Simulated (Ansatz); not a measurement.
**Hypothetical diamond Au: pressure series**

Start from Au in the diamond structure (space group Fd-3m, No. 227; a = 6.025 Å; a hypothetical phase, not in the database extracts checked).

Cell and atoms are relaxed at each pressure.

All numbers come from PBEsol in Ansatz (plane waves to 420 eV, PAW, no spin-orbit coupling).

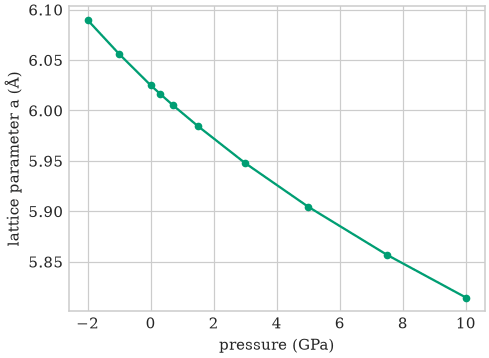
Lattice parameter a against pressure

From the plot, what is the lattice parameter a for pressure 3 GPa?

About 5.95 Å.

Is the trend monotonic over the range shown?

Yes, it falls throughout, spanning 5.815 Å to 6.090 Å.

Load acts through the strain it causes; cell and atoms are relaxed under it. Whether these cells are dynamically stable was not tested. No other phases were tried under pressure.

Ansatz is a quantum-chemistry and plane-wave program.
